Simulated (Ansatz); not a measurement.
**OH− (hydroxide) at B3LYP/6-31G(d) (spherical functions)**

What is the vertical ionisation energy of OH− (hydroxide) at B3LYP/6-31G* (spherical functions)? 

The results are computed with Ansatz 0.2.0.

## 1. The structure to begin with

OH−: 2 atoms, total charge -1, spin state singlet. SMILES: `[OH-]`. The coordinates come from a PBE0-D4/def2-TZVPD relaxation.

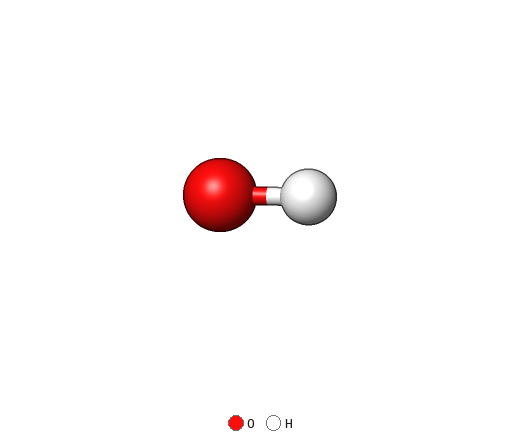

Viewed from a chosen angle; oxygen red, hydrogen white.

## 2. The energy at B3LYP/6-31G(d) (spherical functions)

Contents of input.yaml:

```yaml
crystal:
  periodic: [false, false, false]
  atoms:
    - {symbol: O, position_ang: [0.411800, -0.131800, 0.212500]}
    - {symbol: H, position_ang: [-0.411800, 0.131800, -0.212500]}
basis:
  gaussian:
    orbitals: 6-31G_st_-spherical.json
total_charge: -1
hamiltonian:
  xc: {name: B3LYP}
accuracy: high
output: {orbitals: {seedname: orbitals}}
```

The basis set 6-31G* is read from a file made from the Basis Set Exchange's data (not shown).

Started as:

```bash
$ ansatz run input.yaml --threads 1 --pin off --max-ram 3480MiB --events-out events.jsonl --progress --plain --runs-dir runs
```

The program printed:

```text
Warning: RAYON_NUM_THREADS=1 ignored (pool sized by the plan → 1); use --threads N
Functional definition: B3LYP
  name "B3LYP"
  parameter a0 = 0.2
  parameter ax = 0.72
  parameter ac = 0.81
  exchange = (1 - a0 - ax)*slater_x + ax*b88_x + a0*exact_x
  correlation = (1 - ac)*vwn_rpa_c + ac*lyp_c
241 factors; integrals over basis functions are off by at most 3.7e-9 eV
mean field evaluation 1: about -2059.7863 eV, gradient 1.8e1 eV
mean field evaluation 2: about -2059.4326 eV, gradient 2.3e1 eV
mean field evaluation 4: about -2060.3478 eV, gradient 8.2e-2 eV
mean field evaluation 8: about -2060.3460 eV, gradient 4.6e-4 eV
mean field -2060.34597275 eV, -75.7163179458 hartree, gradient 7.9e-8 eV, S^2 0.000000; 0 other end points of the search recorded, 0 dependent functions left out
reference -2060.34598989 eV, -75.7163185756 hartree; 5, 5 occupied and 11, 11 virtual orbitals, 241 factors
Total energy: -2060.34598989 eV, -75.7163185756 hartree
```

Run time: 0.85 s. Hardware: 1 thread of Arm Neoverse V1, shared host.

## 3. Doublet neutral OH, same level

Contents of run.yaml:

```yaml
crystal:
  periodic: [false, false, false]
  atoms:
    - symbol: O
      position_ang: [0.411800, -0.131800, 0.212500]
    - symbol: H
      position_ang: [-0.411800, 0.131800, -0.212500]
basis:
  gaussian: {orbitals: 6-31G_st_-spherical.json}
magnetization: {spin_polarized: true, initial_magnetization: 1}
accuracy: high
output: {orbitals: {seedname: orbitals}}
hamiltonian: {xc: {name: B3LYP}}
```

The basis set 6-31G* is read from a file made from the Basis Set Exchange's data (not shown).

Started as:

```bash
$ ansatz run run.yaml --threads 1 --pin off --max-ram 3480MiB --events-out events.jsonl --progress --plain --runs-dir runs
```

The program printed, shortened:

```text
Warning: RAYON_NUM_THREADS=1 ignored (pool sized by the plan → 1); use --threads N
[... 7 set-up lines as earlier in the session ...]
241 factors; integrals over basis functions are off by at most 3.7e-9 eV
mean field evaluation 1: about -2059.4034 eV, gradient 1.7e1 eV
mean field evaluation 2: about -2059.1611 eV, gradient 1.9e1 eV
mean field evaluation 4: about -2060.4799 eV, gradient 3.1e-1 eV
mean field evaluation 8: about -2060.4788 eV, gradient 1.6e-3 eV
mean field evaluation 16: about -2060.4788 eV, gradient 3.5e-8 eV
mean field -2060.47877359 eV, -75.7211982869 hartree, gradient 3.5e-8 eV, S^2 0.751869; 0 other end points of the search recorded, 0 dependent functions left out
reference -2060.47878907 eV, -75.7211988555 hartree; 5, 4 occupied and 11, 12 virtual orbitals, 241 factors
Total energy: -2060.47878907 eV, -75.7211988555 hartree
```

Run time: 0.6 s. Hardware: 1 thread of Arm Neoverse V1, shared host.

## 4. Summary of results

At B3LYP/6-31G* (spherical functions):

| quantity | value |
| --- | --- |
| singlet OH−: total energy | -75.71632 Eh |
| singlet OH−: HOMO energy | 4.50 eV |
| singlet OH−: LUMO energy | 11.46 eV |
| singlet OH−: HOMO–LUMO gap (to an unbound level, set by the basis) | 6.96 eV |
| doublet neutral OH: total energy | -75.72120 Eh |
| doublet neutral OH: HOMO energy (highest over α and β) | -8.21 eV |
| doublet neutral OH: LUMO energy (lowest over α and β) | -4.17 eV |
| doublet neutral OH: ⟨S²⟩ | 0.752 |
| vertical detachment energy (to the doublet neutral) | -0.133 eV |

The species is unbound against losing an electron at this level, by 0.13 eV (−12.8 kJ/mol); missing correlation or diffuse functions can give that sign where the real anion is bound. The HOMO (singlet OH−) lies at positive energy, 4.50 eV; only total energies tell whether the electron is bound.
